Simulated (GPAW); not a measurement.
## MoS2 (R3m): refractive index against wavelength

The refractive index of MoS2 (R3m) along x below the direct gap (1.87 eV on the mesh) is read from one computed spectrum, n = √(Re ε). x, y and z are the Cartesian axes of the input cell.

Cell: a, b, c = 6.415, 6.415, 6.415 Å (primitive vectors), 3 atoms.

Method: GPAW 26.7.0, PBE, RPA, k-mesh 11×11×11, local fields up to 50 eV, Lorentzian half width 0.12 eV.

Launch of the response step: `OMP_NUM_THREADS=1 python df.py`. The run took 15.0 min, its band step included, on 1 thread of Arm Neoverse V1, with other jobs on the host.

```
wavelength (nm)  photon energy E (eV)       n
           3000                 0.413  3.7250
           2000                 0.620  3.7607
           1550                 0.800       ?
           1310                 0.946  3.8554
           1064                 1.165  3.9555
```

In the single-oscillator model n² − 1 = E₀E_d/(E₀² − E²), so 1/(n² − 1) = E₀/E_d − E²/(E₀E_d) is linear in E².

Working, on the rows shown:

| x = E² (eV²) | y = 1/(n² − 1) |
| --- | --- |
| 0.170801 | 0.0776661 |
| 0.384302 | 0.0760869 |
| 0.895757 | 0.0721287 |
| 1.35784 | 0.0682781 |

Means: x̄ = 0.70218, ȳ = 0.07354. Σ(x − x̄)(y − ȳ) = -0.006725, Σ(x − x̄)² = 0.8508. Slope = -0.006725 / 0.8508 = -0.007905; intercept = ȳ − slope · x̄ = 0.079091. Turned back into n, the line misses the rows shown by at most 0.003.

**Question.** Predict the last column of the withheld row from the fit.

**Answer.** At x = 0.63984 the line gives y = 0.074033, that is 3.8089. The run gave 3.8064, so the interpolation is off by 0.0025, 1.1 % of the range in the table.

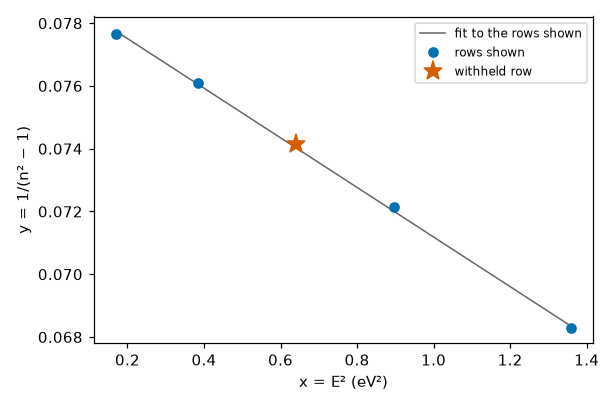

Refitted with all rows, the slope is -0.007911 and the intercept 0.079116. These give E₀ = √(intercept/−slope) = 3.16 eV and E_d = E₀/intercept = 40.0 eV; E₀ is 1.7 times the direct gap. The electronic limit at long wavelengths, without lattice vibrations, is n = √(1 + 1/intercept) = 3.693. Excitons are left out; PBE gaps are as a rule too small. The values come from a sum over the points of one k-mesh and carry its error, which grows as the direct gap shrinks. This version of GPAW has incomplete matrix elements in the optical limit, which can lower ε − 1 by up to a tenth where first-row anions or d states rule. Spin-orbit coupling is left out.

[Logs are printed without paths, hosts, clocks, repeated set-up lines and the standing remarks that a program may print on its own settings, such as how far it seeks lower states.]
